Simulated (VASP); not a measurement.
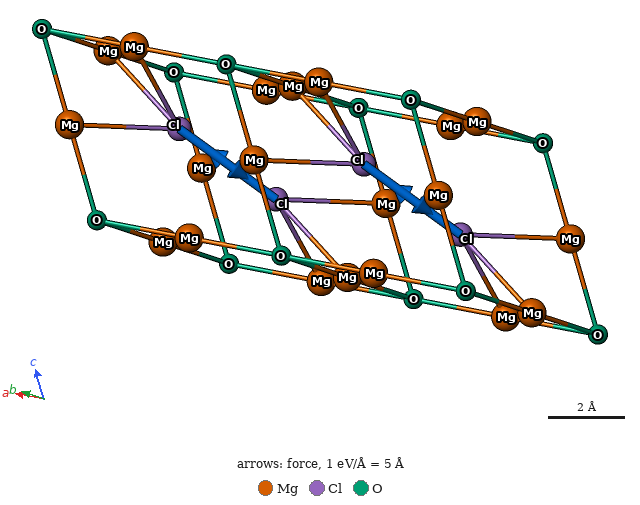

Starting geometry of solid Mg3Cl2O (a generated structure, set up in R-3m) with the computed forces as blue arrows. Style: ball-and-stick. Shown: the cell of the calculation, repeated 2 × 1 × 1 with one cell outlined, from a free direction.

The run lets cell and atoms move.

Theory: Kohn-Sham DFT of a periodic cell, PBE, VASP PAW PBE potentials, recommended in VASP.

The input:
```
  ALGO = Normal
  EDIFF = 1E-6
  EDIFFG = -0.01
  ENCUT = 600
  GGA = PE
  IBRION = 2
  ISIF = 3
  ISMEAR = 0
  LASPH = T
  LCHARG = F
  LREAL = F
  LWAVE = F
  NELM = 100
  NSW = 60
  PREC = Accurate
  SIGMA = 0.05
```

Launched with:
```bash
cat potpaw_PBE.64/Mg/POTCAR potpaw_PBE.64/Cl/POTCAR potpaw_PBE.64/O/POTCAR > POTCAR
mpirun -np 1 vasp_std > vasp.out
```

**What follows when this structure is relaxed?**

It isn't relaxed: the largest force vector, on Cl atoms, is 0.46 eV/Å. Measured relative to the changing cell, the final displacements run against the starting forces (cosine between the two patterns −1.00). The largest moves relative to the cell, 0.28 Å, are those of Cl atoms. Mg and O stay in place. The volume changes by +3.1 %, with a = b = c 5.246 → 4.925 Å (−6.1 %), α 65.4° → 84.1°, β 65.4° → 84.1°, γ 65.4° → 84.1°. Among the contacts that change: Cl–Mg 2.987 → 2.504 Å, Mg–O 2.623 → 2.463 Å. Among the angles between lasting bonds that change: Mg–Cl–Mg 56.7° → 82.4°. The space group stays R-3m (No. 166). The energy falls by 1.921 eV per cell of the calculation in 11 geometry steps. Largest force component: 0.46 eV/Å at the start, 0.00051 eV/Å at the end. Pressure: −2.33 GPa at the start and 0.01 GPa at the end.
